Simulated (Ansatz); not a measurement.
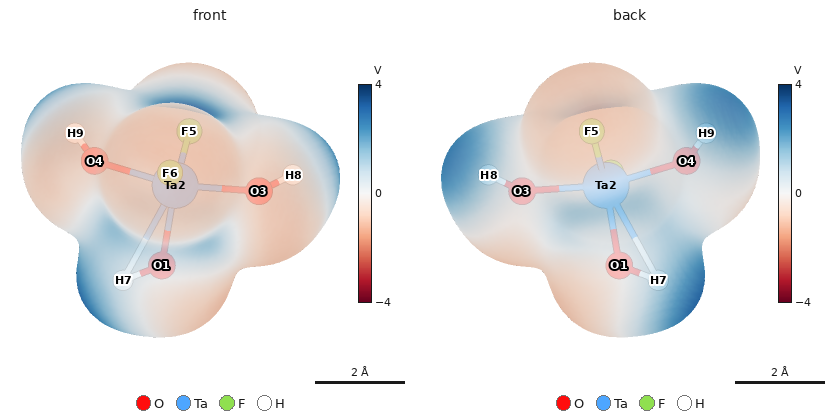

Figure 1: F2H3O3Ta. The molecular electrostatic potential painted on the density surface at 0.002 e/bohr³, seen from the front and from behind; red is negative and blue positive.

Geometry: PBE0-D4/def2-TZVP; core potentials replace the inner electrons of Ta.

All numbers below come from RKS PBE0-D4/def2-TZVPP (Ansatz).

Input file:

```
crystal:
  periodic: [false, false, false]
  atoms:
    - {symbol: O, position_ang: [0.432340, -1.711180, 0.173091]}
    - {symbol: Ta, position_ang: [0.137061, 0.152883, 0.149068]}
    - {symbol: O, position_ang: [1.825918, 0.602237, -0.589338]}
    - {symbol: O, position_ang: [-1.708203, 0.051866, 0.637638]}
    - {symbol: F, position_ang: [-0.557403, 0.907080, -1.457934]}
    - {symbol: F, position_ang: [0.561314, 0.947923, 1.789029]}
    - {symbol: H, position_ang: [-0.253476, -2.330942, 0.433855]}
    - {symbol: H, position_ang: [2.178507, 1.021499, -1.372212]}
    - {symbol: H, position_ang: [-2.527660, 0.312333, 0.219604]}
basis:
  gaussian: {orbitals: def2-TZVPP}
hamiltonian: {xc: pbe0, dispersion: d4}
output: {orbitals: {seedname: orbitals}}
```

Launched as:

```sh
ansatz run in.yaml --threads 4 --pin off --events-out ev --progress --plain --max-ram 11315MiB
```

**Which sites attract a positive test charge, and which a negative one?**

A positive charge is drawn to the negative regions and a negative charge to the positive ones. The most negative region (about −1.1 V, or −25 kcal/mol for a unit charge) lies over O1, O3, O4 and F6, the most positive (about +3.1 V, or +71 kcal/mol for a unit charge) over Ta2 and H7.
